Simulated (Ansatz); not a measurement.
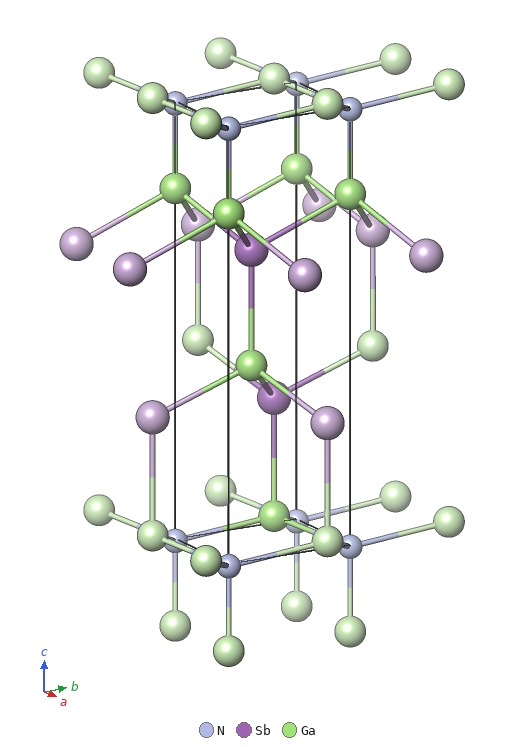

The image is a ball-and-stick drawing of a crystal, viewed slightly off an axis. The conventional unit cell is drawn as a box. The first bonded neighbours in the surrounding cells are also shown, in fainter colours.

Ga₃Sb₂N, space group P3m1 (No. 156), a = 4.003 Å, b = 4.003 Å, c = 9.879 Å, α = 90.00°, β = 90.00°, γ = 120.00°. Provenance: a structure type filled with these elements by a generator (whether the compound takes this form wasn't checked). Earlier steps of the study may have refined or changed the cell and positions. It was run through Ansatz as a DFT input.

This one geometry was computed with Ansatz (DFT, plane waves, PAW) at three levels of theory: PBE, r2SCAN and PBE with spin-orbit coupling. It was relaxed beforehand with r2SCAN.

> Which level gives the highest pressure at this volume, and what does that say about its equilibrium volume?

Highest: PBE (2.6 GPa) and PBE with spin-orbit coupling (2.6 GPa), which points to the largest equilibrium volume. Lowest, with the smallest volume: r2SCAN (0.1 GPa). Levels within 0.5 GPa of each other can't be told apart.

> How does the band gap change with the level of theory?

All levels give a metal.

> Collect the results in a table.

| level | cutoff (eV) | k-mesh of the run's cell | gap (eV) | pressure (GPa) |
| --- | --- | --- | --- | --- |
| PBE | 420 | 12×12×4 | metal | 2.6 |
| r2SCAN | 500 | 12×12×4 | metal | 0.1 |
| PBE with spin-orbit coupling | 420 | 12×12×4 | metal | 2.6 |

Gaps are taken on the k-mesh or band path of each run.
